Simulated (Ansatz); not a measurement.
```xyz
3
charge 0, multiplicity 2
F     0.9071    0.8932    0.5856
Al   -0.4325    0.3180   -0.1995
H    -0.4836   -1.2211   -0.3924
```

Geometry: moved along internal coordinates away from the minimum.

Describe the molecule in this file.

The molecule is AlFH. SMILES: `[F][AlH]`. It is an open-shell species. Coordination: 1 Al bent.

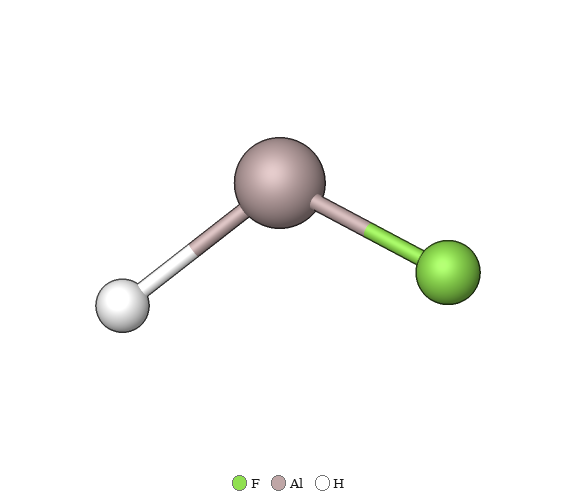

Simulated data, not a measurement (program: Ansatz).
